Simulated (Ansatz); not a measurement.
# VSi: which structure wins at one pressure

Which of rocksalt, CsCl, zincblende, WC, wurtzite has the lowest enthalpy for VSi at one common pressure? The runs shown use LAPW. Companion runs by PAW are cited.

Method: DFT, LDA, all-electron LAPW, scalar-relativistic, in Ansatz 0.2.0.

## 1. The system as given

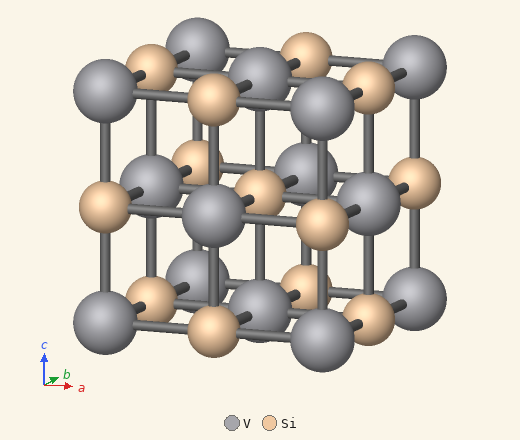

The starting structure, seen slightly off an axis (vanadium grey, silicon light orange). Atoms on the faces are drawn again on the opposite ones. The cell drawn here is the conventional one.

Coordinates:

```cif
data_structure
_symmetry_space_group_name_H-M 'P 1'
_symmetry_Int_Tables_number 1
_cell_length_a 3.1945
_cell_length_b 3.1945
_cell_length_c 3.1945
_cell_angle_alpha 60.000
_cell_angle_beta 60.000
_cell_angle_gamma 60.000
_cell_volume 23.05
loop_
_atom_site_label
_atom_site_type_symbol
_atom_site_fract_x
_atom_site_fract_y
_atom_site_fract_z
_atom_site_occupancy
V1 V 0.00000 0.00000 0.00000 1
Si1 Si 0.50000 0.50000 0.50000 1
```

Atoms are numbered in the order of the input: V1, Si2.

## 2. Rocksalt relaxed under pressure, LAPW

Input file input.yaml:

```yaml
crystal:
  lattice:
    - [0.0, 2.2588840968, 2.2588840968]
    - [2.2588840968, 0.0, 2.2588840968]
    - [2.2588840968, 2.2588840968, 0.0]
  atoms:
    - { symbol: V, position: [0.0, 0.0, 0.0] }
    - { symbol: Si, position: [0.5, 0.5, 0.5] }
kpoints:
  mp_grid: { grid: [14, 14, 14] }
scf:
  occupations: { method: fermi_dirac, width: 0.1 }
hamiltonian:
  xc: lda
  pseudopotentials: { kind: all_electron, lapw: { basis_error: 0.0005 } }
output:
  forces: true
  stress: true
  eigenvalues: true
relax:
  f_tol: 0.005
  max_steps: 12
  cell: { p_target: 39.0, stress_tol: 0.03 }
```

The run is started by

```sh
$ ansatz run input.yaml --threads 1 --pin off --max-ram 3584MiB --backend cpu --events-out ev --progress --plain --runs-dir out
```

Log, cut to the lines that bear on the results:

```text
[...]
LAPW: plane waves up to 9.712 Å⁻¹, error target 5.0e-4 eV per atom; small_component_spin mean_spin; Si in spheres of 1.025 Å, 12 of its electrons in bands, Dirac shells []; V in spheres of 1.166 Å, 19 of its electrons in bands, Dirac shells []
[...]
Pseudopotentials: kind: all_electron
Pseudopotential: V, LAPW, valence charge 19, Koelling and Harmon's equation, gaussian nucleus
Pseudopotential: Si, LAPW, valence charge 12, Koelling and Harmon's equation, gaussian nucleus
Functional definition: SPW92
[...]
Crystal: 2 atoms, lattice volume = 23.052 Å³
Basis set: ecut = 359.3431524179169 eV, 339 PW (Γ), exchange–correlation at level 2
Bands: 20, of which v1, the nominal top of the filled ones, is band 16 counted from 1 (15 counted from 0)
Symmetry: 48 space group operations
Space group: Fm-3m (ITA 225), of the structure as read, at distance tolerance 2.8e-5 Å
k-points: 104 of 2744
[...]
SCF iter   1: F=—  HF=-33645.134049 eV  |F-HF|=—  |Δ(HF+E_count)|=         —  Δρ=2.71e-2  dr2=9.46e-2  ethr=3.02e-4  ⟨swp⟩=3.0  Hψ=14025  notcnv=0
[...]
the basis was enlarged: its passes take 102.4 KiB over the memory plan, 1 of 1 planned eigensolver slots
[...]
relax step   1: F+E_penalty+E_count = -33645.05077385 eV  Δ(F+E_penalty+E_count) = +0.000e0 eV  max|allowed force component| = 4.602e-31 eV/Å  Δτ_max = 0.0000 Å  P = +39.049 GPa  Ω = 23.052 Å³  (9 SCF iters, accepted)
[...]
relax step   3: F+E_penalty+E_count = -33645.05149003 eV  Δ(F+E_penalty+E_count) = +4.584e-10 eV  max|allowed force component| = 8.382e-31 eV/Å  Δτ_max = 0.0000 Å  P = +39.012 GPa  Ω = 23.055 Å³  stress off target by 1.18e-2 GPa  SCF on the basis re-selected at this cell (its energy is [...]
SCF converged after 2 iterations
Free energy (F): -33645.051490 eV
[...]
E sigma→0 (E₀):  -33645.029346 eV
Entropy (-TS):   -0.044289 eV (-22.144 meV/atom)
Fermi energy:    18.048425 eV
[...]
--- Forces (eV/Å), atoms counted from 1 ---
  atom   1  V      0.00000000    -0.00000000    -0.00000000
  atom   2  Si    -0.00000000    -0.00000000     0.00000000
[...]
--- Stress (GPa, compression-positive) ---
       39.011779      -0.000000      -0.000000
       -0.000000      39.011779      -0.000000
       -0.000000      -0.000000      39.011779
  P = ⅓ Tr σ = 39.0118 GPa (390.118 kbar)
--- Band table (eV; the first three rows and the last of 104) ---
[... band rows left out ...]
[...]
--- Relaxed structure (2 steps of the walk, 2 accepted, 1 SCFs on fresh bases) ---
  F+E_penalty+E_count = -33645.05149003 eV   max|allowed force component| = 8.382e-31 eV/Å   (the final SCF, on the basis selected at the relaxed cell)
  cell:  # Å, volume = 23.0551 Å³
    - [-1.9091317789879054e-36, 2.2589801182698586, 2.2589801182698586]
    - [2.2589801182698586, -7.961518801399361e-36, 2.2589801182698586]
    - [2.2589801182698586, 2.2589801182698586, 2.8677795018517124e-36]
  atoms:
    - { symbol: V, position: [-1.040774382791509e-38, 1.387699177055345e-38, 1.4744303756213043e-38] }
    - { symbol: Si, position: [0.5, 0.5, 0.5] }
```

Run time: 46 s. Hardware: 1 thread of Arm Neoverse V1, shared host; peak memory 0.47 GiB.

Step by step:

| step | energy from step 1 (eV/cell) | largest force component (eV/Å) | pressure (GPa) | volume (Å³) |
| --- | --- | --- | --- | --- |
| 1 | 0.0000 | 0.0000 | 39.05 | 23.05 |
| 2 | -0.0007 | 0.0000 | 39.01 | 23.06 |
| 3 | -0.0007 | 0.0000 | 39.01 | 23.06 |

Step 1 is the start. Step 3 repeats the geometry before on a plane-wave basis chosen anew for that cell, so the energy can jump there without any move; the table keeps such jumps.

| input's cell | before | after | change |
| --- | --- | --- | --- |
| a (Å) | 3.195 | 3.195 | +0.0 % |
| b (Å) | 3.195 | 3.195 | +0.0 % |
| c (Å) | 3.195 | 3.195 | +0.0 % |
| volume (Å³/atom) | 11.53 | 11.53 | +0.0 % |

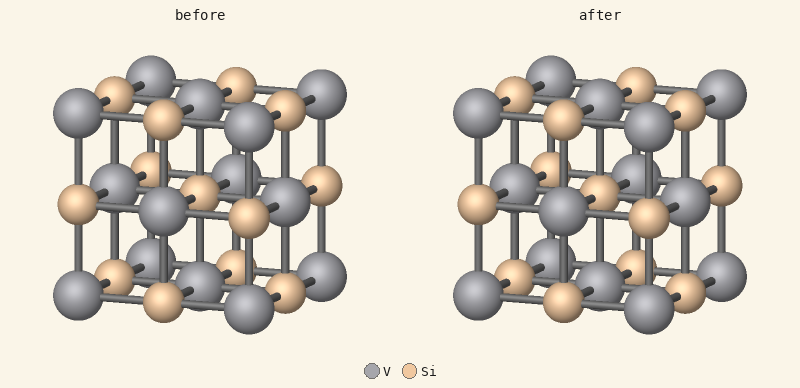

Before and after, at one scale.

Read from it: pressure 39.01 GPa; no gap.

## 3. CsCl relaxed under pressure, LAPW

Changes to input.yaml since step 2:

```diff
@@ -2,5 +2,5 @@
   lattice:
-    - [0.0, 2.2588840968, 2.2588840968]
-    - [2.2588840968, 0.0, 2.2588840968]
-    - [2.2588840968, 2.2588840968, 0.0]
+    - [2.7721884163, 0.0, 0.0]
+    - [0.0, 2.7721884163, 0.0]
+    - [0.0, 0.0, 2.7721884163]
   atoms:
```

The run is started by

```sh
$ ansatz run input.yaml --threads 1 --pin off --max-ram 3584MiB --backend cpu --events-out ev --progress --plain --runs-dir out
```

Log, cut to the lines that bear on the results:

```text
[...]
LAPW: plane waves up to 9.025 Å⁻¹, error target 5.0e-4 eV per atom; small_component_spin mean_spin; Si in spheres of 1.082 Å, 12 of its electrons in bands, Dirac shells []; V in spheres of 1.247 Å, 13 of its electrons in bands, Dirac shells []
[...]
[... 1 set-up line as earlier in the session ...]
Pseudopotential: V, LAPW, valence charge 13, Koelling and Harmon's equation, gaussian nucleus
[... 2 set-up lines as earlier in the session ...]
[...]
Crystal: 2 atoms, lattice volume = 21.304 Å³
Basis set: ecut = 310.3158669036332 eV, 251 PW (Γ), exchange–correlation at level 2
Bands: 17, of which v1, the nominal top of the filled ones, is band 13 counted from 1 (12 counted from 0)
[... 1 set-up line as earlier in the session ...]
Space group: Pm-3m (ITA 221), of the structure as read, at distance tolerance 2.8e-5 Å
k-points: 120 of 2744
[...]
       39.012867      -0.000000      -0.000000
       -0.000000      39.012867      -0.000000
       -0.000000      -0.000000      39.012867
  P = ⅓ Tr σ = 39.0129 GPa (390.129 kbar)
--- Band table (eV; the first three rows and the last of 120) ---
  k-point 0: bands = ["-113.2587", "-70.0922", "-70.0922", "-70.0922", "-43.2182", "-17.3059", "-17.3059", "-17.3059", "6.3809", "16.7038", "16.7038", "21.4153", "21.4153", "21.4153", "23.5766", "23.5766", "23.5766"]
[...]
--- Relaxed structure (2 steps of the walk, 2 accepted, 1 SCFs on fresh bases) ---
  F+E_penalty+E_count = -33645.43499195 eV   max|allowed force component| = 3.287e-32 eV/Å   (the final SCF, on the basis selected at the relaxed cell)
  cell:  # Å, volume = 21.3071 Å³
    - [2.772309857707808, 0.0, -4.012354050806741e-36]
    - [0.0, 2.772309857707808, -2.0061770254033706e-36]
    - [-2.0061770254033706e-36, -2.0061770254033706e-36, 2.772309857707808]
  atoms:
    - { symbol: V, position: [2.4545467326488633e-91, 1.4134372972998263e-39, -2.8268745945996527e-39] }
    - { symbol: Si, position: [0.5, 0.5, 0.5] }
```

Run time: 34 s. Hardware: 1 thread of Arm Neoverse V1, shared host; peak memory 0.44 GiB.

Relaxation path:

| step | energy from step 1 (eV/cell) | largest force component (eV/Å) | pressure (GPa) | volume (Å³) |
| --- | --- | --- | --- | --- |
| 1 | 0.0000 | 0.0000 | 39.06 | 21.30 |
| 2 | -0.0007 | 0.0000 | 39.01 | 21.31 |
| 3 | -0.0007 | 0.0000 | 39.01 | 21.31 |

Step 1 is the start. Step 3 repeats the geometry before on a plane-wave basis chosen anew for that cell, so the energy can jump there without any move; the table keeps such jumps.

| input's cell | before | after | change |
| --- | --- | --- | --- |
| a (Å) | 2.772 | 2.772 | +0.0 % |
| b (Å) | 2.772 | 2.772 | +0.0 % |
| c (Å) | 2.772 | 2.772 | +0.0 % |
| volume (Å³/atom) | 10.65 | 10.65 | +0.0 % |

In short: pressure 39.01 GPa; no gap.

## 4. Zincblende relaxed under pressure, LAPW

Input file input.yaml:

```yaml
crystal:
  lattice:
    - [0.0, 2.4660457498, 2.4660457498]
    - [2.4660457498, 0.0, 2.4660457498]
    - [2.4660457498, 2.4660457498, 0.0]
  atoms:
    - { symbol: V, position: [0.0, 0.0, 0.0] }
    - { symbol: Si, position: [0.25, 0.25, 0.25] }
kpoints:
  mp_grid: { grid: [13, 13, 13] }
scf:
  occupations: { method: fermi_dirac, width: 0.1 }
hamiltonian:
  xc: lda
  pseudopotentials: { kind: all_electron, lapw: { basis_error: 0.0005 } }
output:
  forces: true
  stress: true
  eigenvalues: true
relax:
  f_tol: 0.005
  max_steps: 12
  cell: { p_target: 39.0, stress_tol: 0.03 }
```

The run is started by

```sh
$ ansatz run input.yaml --threads 1 --pin off --max-ram 3584MiB --backend cpu --events-out ev --progress --plain --runs-dir out
```

Log, cut to the lines that bear on the results:

```text
[...]
LAPW: plane waves up to 10.371 Å⁻¹, error target 5.0e-4 eV per atom; small_component_spin mean_spin; Si in spheres of 0.975 Å, 12 of its electrons in bands, Dirac shells []; V in spheres of 1.096 Å, 21 of its electrons in bands, Dirac shells []
[...]
[... 1 set-up line as earlier in the session ...]
Pseudopotential: V, LAPW, valence charge 21, Koelling and Harmon's equation, gaussian nucleus
[... 2 set-up lines as earlier in the session ...]
[...]
Crystal: 2 atoms, lattice volume = 29.994 Å³
Basis set: ecut = 409.82370886203853 eV, 537 PW (Γ), exchange–correlation at level 2
Bands: 21, of which v1, the nominal top of the filled ones, is band 17 counted from 1 (16 counted from 0)
Symmetry: 24 space group operations
Space group: F-43m (ITA 216), of the structure as read, at distance tolerance 3.1e-5 Å
[...]
Fermi energy:    12.185599 eV
[...]
--- Forces (eV/Å), atoms counted from 1 ---
  atom   1  V      0.00000000    -0.00000000    -0.00000000
  atom   2  Si    -0.00000000     0.00000000    -0.00000000
[...]
--- Stress (GPa, compression-positive) ---
       38.971723       0.000000       0.000000
        0.000000      38.971723      -0.000000
        0.000000      -0.000000      38.971723
  P = ⅓ Tr σ = 38.9717 GPa (389.717 kbar)
--- Band table (eV; the first three rows and the last of 84) ---
[... band rows left out ...]
[...]
--- Relaxed structure (1 steps of the walk, 1 accepted, 1 SCFs on fresh bases) ---
  F+E_penalty+E_count = -33642.26288349 eV   max|allowed force component| = 3.053e-16 eV/Å   (the final SCF, on the basis selected at the relaxed cell)
  cell:  # Å, volume = 29.9939 Å³
    - [0.0, 2.4660457498, 2.4660457498]
    - [2.4660457498, 0.0, 2.4660457498]
    - [2.4660457498, 2.4660457498, 0.0]
  atoms:
    - { symbol: V, position: [0.0, 0.0, 0.0] }
    - { symbol: Si, position: [0.24999999999999997, 0.24999999999999997, 0.24999999999999997] }
```

Wall time 65 s (1 thread of Arm Neoverse V1, shared host); peak memory 0.41 GiB.

Relaxation path:

| step | energy from step 1 (eV/cell) | largest force component (eV/Å) | pressure (GPa) | volume (Å³) |
| --- | --- | --- | --- | --- |
| 1 | 0.0000 | 0.0000 | 38.97 | 29.99 |
| 2 | 0.0000 | 0.0000 | 38.97 | 29.99 |

Step 1 is the start. Step 2 repeats the geometry before on a plane-wave basis chosen anew for that cell, so the energy can jump there without any move; the table keeps such jumps.

| input's cell | before | after | change |
| --- | --- | --- | --- |
| a (Å) | 3.488 | 3.488 | +0.0 % |
| b (Å) | 3.488 | 3.488 | +0.0 % |
| c (Å) | 3.488 | 3.488 | +0.0 % |
| volume (Å³/atom) | 15.00 | 15.00 | +0.0 % |

Result: pressure 38.97 GPa; no gap.

## 5. WC relaxed under pressure, LAPW

Input file input.yaml:

```yaml
crystal:
  lattice:
    - [2.5714024985, 0.0, 0.0]
    - [-1.2857012493, 2.2268998871, 0.0]
    - [0.0, 0.0, 3.771750374]
  atoms:
    - { symbol: V, position: [0.0, 0.0, 0.0] }
    - { symbol: Si, position: [0.3333333333, 0.6666666667, 0.5] }
kpoints:
  mp_grid: { grid: [15, 15, 13] }
scf:
  occupations: { method: fermi_dirac, width: 0.1 }
hamiltonian:
  xc: lda
  pseudopotentials: { kind: all_electron, lapw: { basis_error: 0.0005 } }
output:
  forces: true
  stress: true
  eigenvalues: true
relax:
  f_tol: 0.005
  max_steps: 12
  cell: { p_target: 39.0, stress_tol: 0.03 }
```

The run is started by

```sh
$ ansatz run input.yaml --threads 1 --pin off --max-ram 3584MiB --backend cpu --events-out ev --progress --plain --runs-dir out
```

Log, cut to the lines that bear on the results:

```text
[...]
LAPW: plane waves up to 9.028 Å⁻¹, error target 5.0e-4 eV per atom; small_component_spin mean_spin; Si in spheres of 1.082 Å, 12 of its electrons in bands, Dirac shells []; V in spheres of 1.246 Å, 13 of its electrons in bands, Dirac shells []
[...]
[... 4 set-up lines as earlier in the session ...]
[...]
Crystal: 2 atoms, lattice volume = 21.598 Å³
Basis set: ecut = 310.52671801268195 eV, 287 PW (Γ), exchange–correlation at level 2
Bands: 17, of which v1, the nominal top of the filled ones, is band 13 counted from 1 (12 counted from 0)
Symmetry: 12 space group operations
Space group: P-6m2 (ITA 187), of the structure as read, at distance tolerance 2.8e-5 Å
[...]
       -0.000000      -0.000000      39.028374
  P = ⅓ Tr σ = 39.0036 GPa (390.036 kbar)
--- Band table (eV; the first three rows and the last of 189) ---
  k-point 0: bands = ["-113.5727", "-70.4388", "-70.4388", "-70.3381", "-43.8351", "-18.2523", "-17.4215", "-17.4215", "5.4857", "15.6480", "16.2755", "19.5294", "19.5294", "21.3332", "21.3332", "25.0282", "31.4000"]
[...]
--- Relaxed structure (2 steps of the walk, 2 accepted, 1 SCFs on fresh bases) ---
  F+E_penalty+E_count = -33645.85782679 eV   max|allowed force component| = 6.476e-17 eV/Å   (the final SCF, on the basis selected at the relaxed cell)
  cell:  # Å, volume = 21.5980 Å³
    - [2.5713131144954975, 2.8866591430013634e-11, 2.963839837543565e-35]
    - [-1.2856565572727476, 2.2268224782227524, -4.0486805108904843e-35]
    - [4.3473800862628895e-35, -4.3473800862628895e-35, 3.7720173284645404]
  atoms:
    - { symbol: V, position: [-3.0814879110195774e-33, -3.700743415524895e-17, -7.418412301374843e-68] }
    - { symbol: Si, position: [0.33333333333333337, 0.6666666666666667, 0.5000000000000001] }
```

Run time: 99 s. Hardware: 1 thread of Arm Neoverse V1, shared host; peak memory 0.49 GiB.

Relaxation path:

| step | energy from step 1 (eV/cell) | largest force component (eV/Å) | pressure (GPa) | volume (Å³) |
| --- | --- | --- | --- | --- |
| 1 | 0.0000 | 0.0000 | 39.01 | 21.60 |
| 2 | 0.0000 | 0.0000 | 39.00 | 21.60 |
| 3 | 0.0000 | 0.0000 | 39.00 | 21.60 |

Step 1 is the start. Step 3 repeats the geometry before on a plane-wave basis chosen anew for that cell, so the energy can jump there without any move; the table keeps such jumps.

| input's cell | before | after | change |
| --- | --- | --- | --- |
| a (Å) | 2.571 | 2.571 | -0.0 % |
| b (Å) | 2.571 | 2.571 | -0.0 % |
| c (Å) | 3.772 | 3.772 | +0.0 % |
| volume (Å³/atom) | 10.80 | 10.80 | +0.0 % |

Read from it: pressure 39.00 GPa; no gap.

## 6. Wurtzite at the cell that PAW relaxed, LAPW

Input file input.yaml:

```yaml
crystal:
  lattice:
    - [3.8057722346, 0.0, 0.0]
    - [-1.9028861174, 3.2958954362, 0.0]
    - [0.0, 0.0, 4.3610821371]
  atoms:
    - { symbol: V, position: [0.3333333333, 0.6666666667, -0.0620002006] }
    - { symbol: V, position: [0.6666666667, 0.3333333333, 0.4379997994] }
    - { symbol: Si, position: [0.3333333333, 0.6666666667, 0.4380002006] }
    - { symbol: Si, position: [0.6666666667, 0.3333333333, 0.9380002006] }
kpoints:
  mp_grid: { grid: [10, 10, 5] }
scf:
  occupations: { method: fermi_dirac, width: 0.1 }
hamiltonian:
  xc: lda
  pseudopotentials: { kind: all_electron, lapw: { basis_error: 0.0005 } }
output:
  forces: true
  stress: true
  eigenvalues: true
  populations: true
```

The run is started by

```sh
$ ansatz run input.yaml --threads 1 --pin off --max-ram 3584MiB --backend cpu --events-out ev --progress --plain --runs-dir out
```

Log, cut to the lines that bear on the results:

```text
Warning: the atoms were moved onto the symmetric positions of the space group found under crystal.symmetry.tolerance 1.0e-5 (fractional; no operation is sought that the atoms, as they stand in a round, miss by more than twice it, and no atom is moved by as much as it), and the run uses [...]
V: projections on atomic orbitals take those of the free atom 1s2 2s2 2p6 3s2 3p6 3d3 4s2, of charge +0.00 (hamiltonian.pseudopotentials.projection_atoms)
Si: projections on atomic orbitals take those of the free atom 1s2 2s2 2p6 3s2 3p2, of charge +0.00 (hamiltonian.pseudopotentials.projection_atoms)
LAPW: plane waves up to 9.767 Å⁻¹, error target 5.0e-4 eV per atom; small_component_spin mean_spin; Si in spheres of 1.021 Å, 12 of its electrons in bands, Dirac shells []; V in spheres of 1.160 Å, 19 of its electrons in bands, Dirac shells []
[...]
[... 2 set-up lines as earlier in the session ...]
[...]
SCF iter   9: F=-67288.443408 eV  HF=-67288.443408 eV  |F-HF|=8.60e-8  |Δ(HF+E_count)|=   1.07e-7  Δρ=1.30e-5  dr2=8.70e-8  ethr=4.42e-10  ⟨swp⟩=3.0  Hψ=4776  notcnv=0
[...]
SCF converged after 9 iterations
Free energy (F): -67288.443408 eV
[...]
E sigma→0 (E₀):  -67288.387952 eV
Entropy (-TS):   -0.110912 eV (-27.728 meV/atom)
Fermi energy:    13.948796 eV
[...]
--- Forces (eV/Å), atoms counted from 1 ---
  atom   1  V     -0.00000000    -0.00000000     0.00000000
  atom   2  V      0.00000000     0.00000000     0.00000000
  atom   3  Si    -0.00000000     0.00000000     0.00000000
  atom   4  Si     0.00000000    -0.00000000     0.00000000
[...]
--- Stress (GPa, compression-positive) ---
       38.977065      -0.000000       0.000000
       -0.000000      38.977065       0.000000
        0.000000       0.000000      39.033989
  P = ⅓ Tr σ = 38.9960 GPa (389.960 kbar)
--- Band table (eV; the first three rows and the last of 42) ---
[...]
--- Löwdin populations: 4 sites ---
  site symbol       q [e]
     0      V     22.7245
     1      V     22.7245
     2     Si     14.1461
     3     Si     14.1461
  spilling = 0.003498 (of n_electrons = 74.000000)
```

Wall time 45 s (1 thread of Arm Neoverse V1, shared host); peak memory 0.52 GiB.

In short: pressure 39.00 GPa; no gap.

## 7. All runs together

Rows by PAW come from runs of the same series that aren't printed here.

Enthalpy per atom, H = F + pV at p = 39 GPa, from each method's lowest phase:

| method | start | space group, start → end | volume (Å³/atom) | pressure (GPa) | enthalpy (meV/atom) |
| --- | --- | --- | --- | --- | --- |
| LAPW | rocksalt | Fm-3m → Fm-3m | 11.528 | 39.0 | 580.5 |
| LAPW | CsCl | Pm-3m → Pm-3m | 10.654 | 39.0 | 176.0 |
| LAPW | zincblende | F-43m → F-43m | 14.997 | 39.0 | 2819.3 |
| LAPW | WC | P-6m2 → P-6m2 | 10.799 | 39.0 | 0.0 |
| LAPW, at PAW's cell | wurtzite | P6_3/mmc | 13.676 | 39.0 | 1518.3 |
| PAW | rocksalt | Fm-3m → Fm-3m | 11.526 | 39.0 | 581.3 |
| PAW | CsCl | Pm-3m → Pm-3m | 10.652 | 39.0 | 175.7 |
| PAW | zincblende | F-43m → F-43m | 14.997 | 39.0 | 2821.6 |
| PAW | WC | P-6m2 → P-6m2 | 10.799 | 39.0 | 0.0 |
| PAW | wurtzite | P6_3mc → P6_3/mmc | 13.676 | 39.0 | 1519.4 |

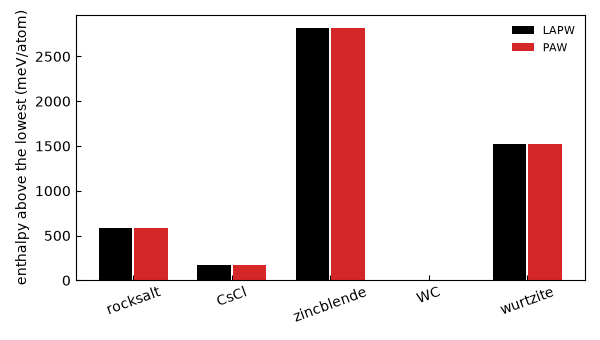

Enthalpy of each start above the lowest.

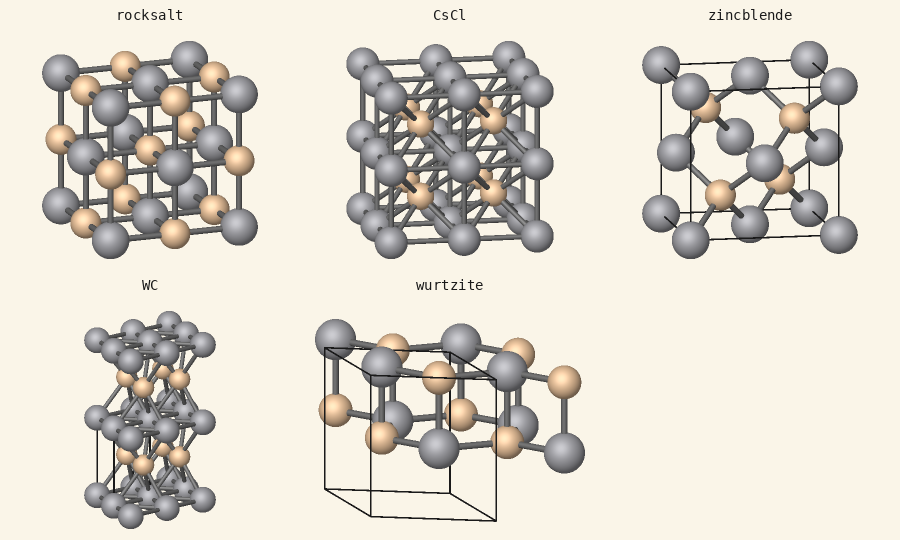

The relaxed phases, each at its own scale.

## 8. Outcome

| quantity | value |
| --- | --- |
| pressure | 39 GPa |
| lowest (LAPW) | WC, 176.0 meV/atom under CsCl |
| lowest (PAW) | WC, 175.7 meV/atom under CsCl |

In words: By LAPW the order is WC < CsCl < rocksalt < wurtzite < zincblende. By PAW the order is WC < CsCl < rocksalt < wurtzite < zincblende. Some starts changed symmetry on relaxing: wurtzite ended as P6_3/mmc. The methods agree on the lowest phase. Only these structures were tried, with electrons smeared by 0.1 eV and without vibrations, so the true ground state may be another. The k meshes differ between phases and weren't tested, which can move differences by some meV.

No run allows spin polarisation, though the cell holds V.
